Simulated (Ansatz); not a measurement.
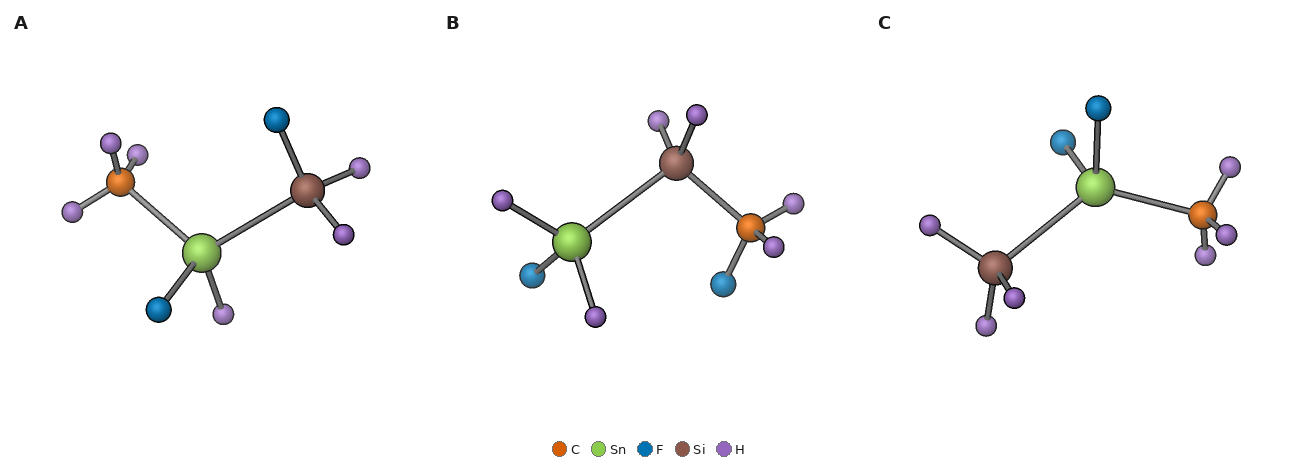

3 stationary structures of one formula. Geometries: PBE-D4/def2-SVP. Electronic energies: PBE-D4/def2-SVP (Ansatz 0.2.0), without zero-point energy. No frequency run is at hand to confirm each as a minimum. Each is one conformer, not always the lowest.

**Are they conformers, stereoisomers or constitutional isomers?**

They are constitutional isomers of CH6F2SiSn: A `[CH3][Sn@H]([F])[SiH2]F`, B `FC[SiH2][SnH2][F]`, C `[CH3][Sn]([F])([F])[SiH3]`.

**Which is lowest in energy, and by how much?**

A is lowest; C lies 0.267 eV above it, B lies 1.925 eV above it.
